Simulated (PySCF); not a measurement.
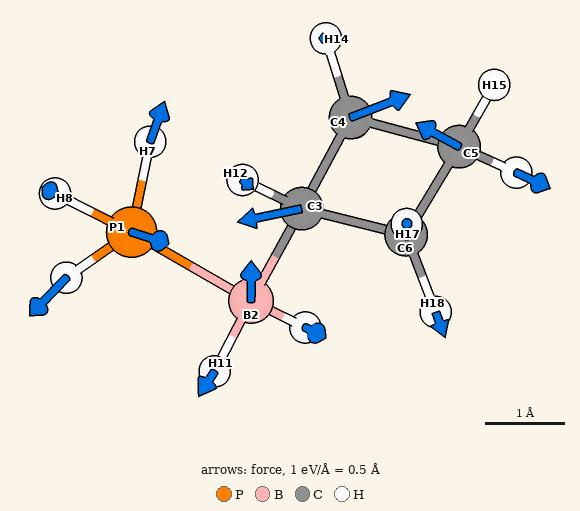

Starting geometry of C$_{4}$H$_{12}$BP with the computed forces as blue arrows. A ball-and-stick model, seen at a tilt.

The start comes from GFN2-xTB. Its atoms were then displaced at random by about 0.01 Å.

All numbers below come from PBE0-D3(BJ)/def2-SVP geometry optimisation, gas phase (PySCF 2.14.0, density-fitted response routines). 

> Is this structure relaxed? If not, where do the atoms go?

It isn't relaxed: the largest force vector, on an H atom, is 1.85 eV/Å. The final displacements have little in common with the starting forces (cosine between the two patterns 0.19). The atom that moves furthest after the best rigid fit is an H atom (0.28 Å). By element the largest moves are H 0.28 Å, B 0.13 Å, C 0.12 Å, P 0.07 Å. Some distances before and after: H–P 1.349 → 1.416 Å, B–H 1.182 → 1.228 Å, C–C 1.517 → 1.555 Å, C–H 1.063 → 1.100 Å. Among the angles between lasting bonds that change: B–P–H 124.9° → 117.6°, P–B–C 103.4° → 108.7°, P–B–H 105.2° → 101.2°. After 6 geometry steps the energy has fallen by 27.1 kJ/mol. Cost: 100 s on 1 thread of Arm Neoverse N1, on a shared host.
